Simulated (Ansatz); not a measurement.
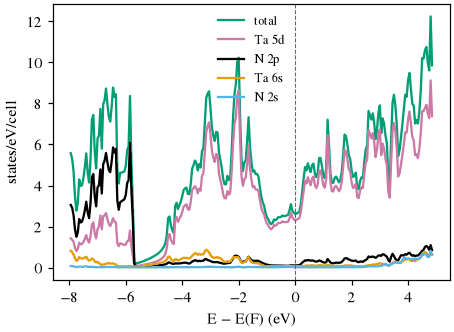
Figure. Total and projected density of states of Ta₂N in space group P-31m (No. 162; Ta on 6k, N on 2d, N on 1a), r²SCAN in the plane-wave PAW code Ansatz

**Question.** Which orbitals carry the states next to the Fermi level?

**Answer.** Within 0.5 eV of the Fermi level: Ta 5d 87 %, N 2p 5 %. Projections are on Löwdin-orthogonalised atomic valence shells; empty p or d shells of many metals are not among them.

**Question.** Where is the tallest occupied peak in this window, and what makes it?

**Answer.** Near -2.0 eV, about 10 states/eV per cell; the largest projected share is Ta 5d.

The workflow started from a Materials Project entry (that database holds measured and hypothetical structures alike); the Crystallography Open Database copy checked does not list it. Its standing as an ambient phase is unchecked. The r²SCAN relaxation kept the symmetry of its start; its stability against distortions is not shown here. No spin polarisation was allowed. With an odd number of electrons in the cell and no spin polarisation, the count alone makes it a metal. Spin–orbit coupling is left out wherever it is not named.

Potentials: the later of the program's two PAW sets.
